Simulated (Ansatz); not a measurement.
The figure comes from a scan of Sn (beta-Sn type, space group I4_1/amd): one Sn atom of a 2-atom cell moves by u along (1.00, 0.00, 0.00) and v along (0.00, 1.00, 0.00). Calculation: PBEsol (plane waves to 420 eV, PAW, scalar-relativistic; Ansatz, an electronic-structure program). k mesh 13×13×13 (Γ-centred), Fermi-Dirac smearing 0.05 eV. With partly filled bands, energies and forces of such displacements shift with the k mesh and the smearing. Fu and Fv are the components of the force on the atom. Sn was relaxed with its symmetry unable to fall. 

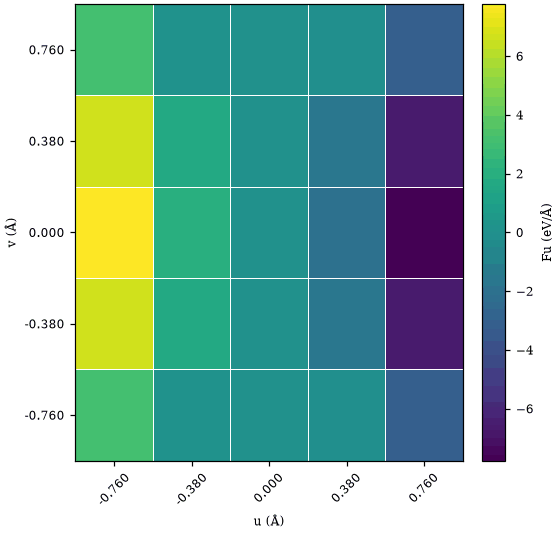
Figure. Fu (eV/Å), one tile a computed point.

Read the plotted values off the figure, to the accuracy that the plot allows.

To the nearest 2:

Fu (eV/Å), with u across and v down:

```csv
v \ u,-0.760,-0.380,0.000,0.380,0.760
-0.760,4,0,0,0,-4
-0.380,6,2,0,-2,-6
0.000,8,2,0,-2,-8
0.380,6,2,0,-2,-6
0.760,4,0,0,0,-4
```

(For displaced atoms, the force is minus the slope of the energy, and its curvature is a force constant, which sets phonon frequencies.)
